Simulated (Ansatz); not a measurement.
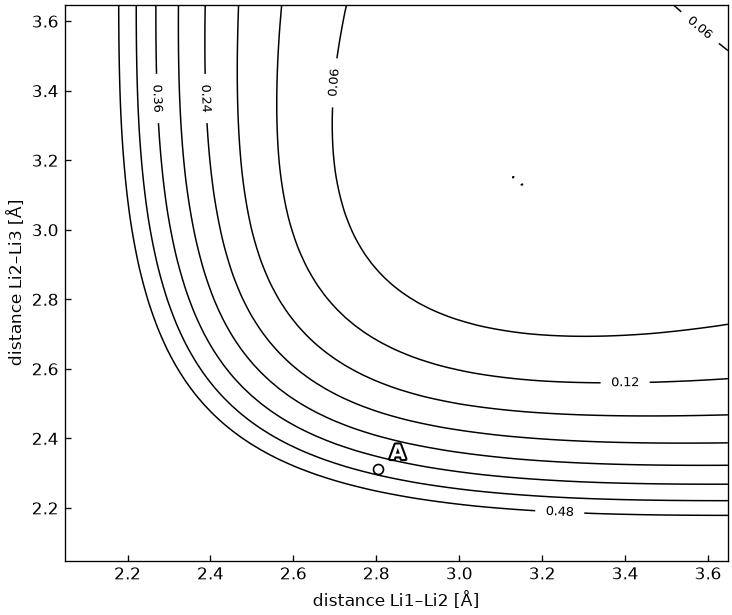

The system Li + Li₂, spin multiplicity 2. Coordinates scanned: (1) distance Li1–Li2; (2) distance Li2–Li3. Nothing is relaxed (the angle Li1–Li2–Li3 is fixed at 180 degrees). Grid: 17 × 17 points; 153 points were computed and 136 follow by symmetry. Energies are in eV, from the lowest grid point. In part of the range the unrestricted reference is strongly spin-contaminated. All numbers below come from UHF/def2-TZVPD in Ansatz.

Drawn: contour lines labelled in eV (none above 0.48), the point A. Between grid points the surface is interpolated.

Is A at rest? If not, where is it pushed?

Answer. A, at distance Li1–Li2 = 2.805 Å, distance Li2–Li3 = 2.312 Å, is not a stationary point. The computed force is 0.33 eV for each Å towards larger values of distance Li1–Li2 and 1.2 eV for each Å towards larger values of distance Li2–Li3.
